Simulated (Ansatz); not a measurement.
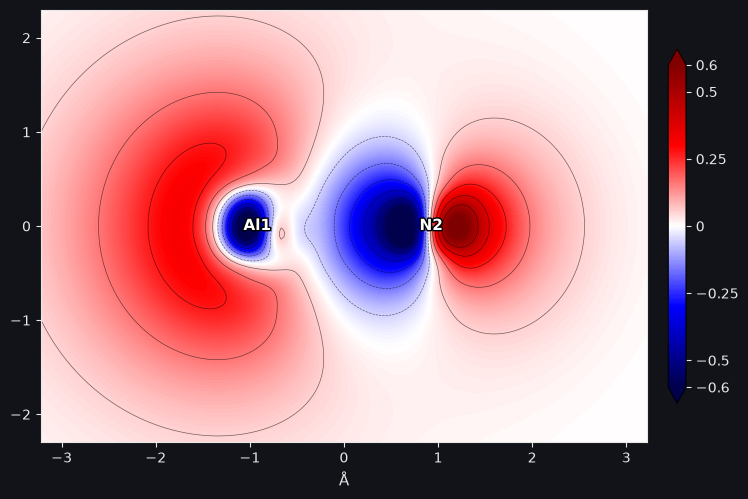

AlN (triplet). The HOMO (α) on a plane that holds the molecular axis (values in Å⁻³ᐟ²; the overall sign is arbitrary).

The fields and orbitals are those of the mean-field reference, not of the correlated method.

Computed with SCF B2PLYP, Gaussian basis in Ansatz 0.2.0.

Describe this orbital and give its energy.

Answer. It lies mainly on Al1 (about 80 %) and N2 (about 20 %); it is of σ type. Its energy is −7.21 eV.
